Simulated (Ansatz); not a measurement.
# CH₅BrOSi: up Jacob's ladder to CCSD(T)

How much do the methods differ for CH₅BrOSi? The plan is to run it at one geometry with functionals of several rungs and with coupled cluster, and see how far each lands from CCSD(T) at the basis-set limit for the atomisation energy.

The runs use Ansatz 0.2.0, Gaussian basis; functionals in def2-TZVPP, the program's frozen cores in correlated methods.

Plan: LDA (SPW92), PBE-D4, revPBE-D4, BLYP-D4, r2SCAN-D4, B97M-V, PBE0-D4, B3LYP-D4, r2SCANh-D4, r2SCAN0-D4, HSE06-D4, BHLYP-D4, CAM-B3LYP-D4, LC-ωPBE, ωB97X-V, ωB97M-V, B2PLYP, PBE-QIDH; CCSD(T)/def2-SVP; CCSD(T)/def2-TZVPP; MP2/def2-QZVPP; extrapolation to the limit; RPA on PBE.

### Step 1. The geometry

The geometry comes from an earlier relaxation with PBE0-D4 in a triple-zeta def2 set; it is a stationary point, not always the lowest conformer.

9 atoms, charge 0, spin multiplicity 1.

Atoms are counted from 1 here; the program's logs count them from 0.

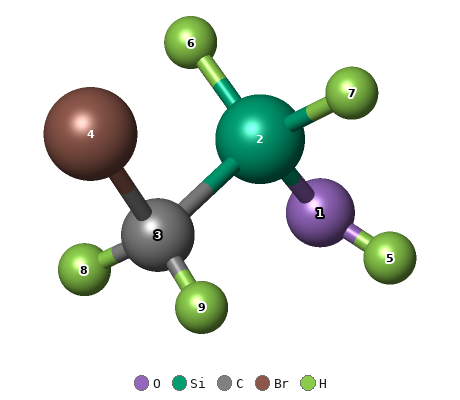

The structure; oxygen purple, silicon teal, carbon grey, bromine brown, hydrogen green; atoms are numbered from 1 in the order of the file.

### Step 2. LDA

This LDA is Slater exchange with PW92 correlation.

The input, in.yaml:

```yaml
crystal:
  periodic: [false, false, false]
  atoms:
    - {symbol: O, position_ang: [-0.543458, 1.828451, -0.358088]}
    - {symbol: Si, position_ang: [0.242472, 0.595076, 0.402684]}
    - {symbol: C, position_ang: [-0.293208, -1.074819, -0.265375]}
    - {symbol: Br, position_ang: [0.670716, -2.408938, 0.776816]}
    - {symbol: H, position_ang: [-0.185784, 2.152962, -1.184726]}
    - {symbol: H, position_ang: [-0.131811, 0.669921, 1.831166]}
    - {symbol: H, position_ang: [1.713040, 0.705613, 0.219264]}
    - {symbol: H, position_ang: [-1.355276, -1.274151, -0.130071]}
    - {symbol: H, position_ang: [-0.028092, -1.240515, -1.308870]}
basis:
  gaussian: {orbitals: def2-TZVPP}
hamiltonian: {xc: lda}
output: {orbitals: {seedname: orbitals}}
```

On the command line:

```console
ansatz run in.yaml --threads 4 --pin off --events-out ev --progress --plain --max-ram 10444MiB
```

Further steps of the session: PBE-D4 (GGA); revPBE-D4 (GGA); BLYP-D4 (GGA); r2SCAN-D4 (meta-GGA); B97M-V (meta-GGA); B3LYP-D4 (hybrid); r2SCANh-D4 (hybrid); r2SCAN0-D4 (hybrid); HSE06-D4 (hybrid); BHLYP-D4 (hybrid); CAM-B3LYP-D4 (range-separated); LC-ωPBE (range-separated); ωB97X-V (range-separated); ωB97M-V (range-separated); B2PLYP (double hybrid); PBE-QIDH (double hybrid); CCSD(T) in def2-SVP; CCSD(T) in def2-TZVPP; MP2 in def2-QZVPP; RPA on PBE orbitals.

**Question.** What will the summary of the whole plan be? Wanted: atomisation energy, CCSD(T)/CBS; farthest beyond LDA; mean size of error, GGA; mean size of error, meta-GGA; mean size of error, hybrid; mean size of error, range-separated; mean size of error, double hybrid; gap, smallest and largest; T1 diagnostic.

As calculated:

```
                               quantity                                                      value
        atomisation energy, CCSD(T)/CBS                                              3083.0 kJ/mol
 functionals within 30.8 kJ/mol (1.0 %)  PBE-D4, r2SCAN-D4, B97M-V, CAM-B3LYP-D4, ωB97X-V, ωB97M-V
                    farthest beyond LDA                                   BHLYP-D4 (-109.2 kJ/mol)
                mean size of error, GGA                                                38.8 kJ/mol
           mean size of error, meta-GGA                                                18.7 kJ/mol
             mean size of error, hybrid                                                51.1 kJ/mol
    mean size of error, range-separated                                                24.3 kJ/mol
      mean size of error, double hybrid                                                51.5 kJ/mol
              gap, smallest and largest                  5.02 eV (LDA (SPW92)), 12.35 eV (LC-ωPBE)
                          T1 diagnostic                                                     0.0092
triples share of the correlation energy                                                      3.5 %
```

What this shows: The LDA atomisation energy is off by 399.1 kJ/mol (13 %): it overbinds. PBE-D4 misses by +7.2 kJ/mol. Double hybrids carry the basis error of their MP2 part in triple zeta, and no dispersion term here, so their miss is partly the set-up's. The rungs meta-GGA, range-separated miss on average by less than the doubt on the reference (30.8 kJ/mol), so they tie. The reference freezes the cores and leaves out relativity and excitations past (T), and its outer-core shells are covered unevenly, so misses under about 30.8 kJ/mol can't be ranked. All levels share the lack of spin-orbit coupling, which lowers the free heavy atoms and so the true binding. Hartree-Fock recovers 72 % of the binding; the rest is correlation. CCSD(T) in def2-SVP is off by -235.7 kJ/mol, which most functionals beat. Orbital gaps span 5.0 to 12.4 eV; exact exchange widens them. Correlated methods include outer-core shells of Br, which these sets cover unevenly.
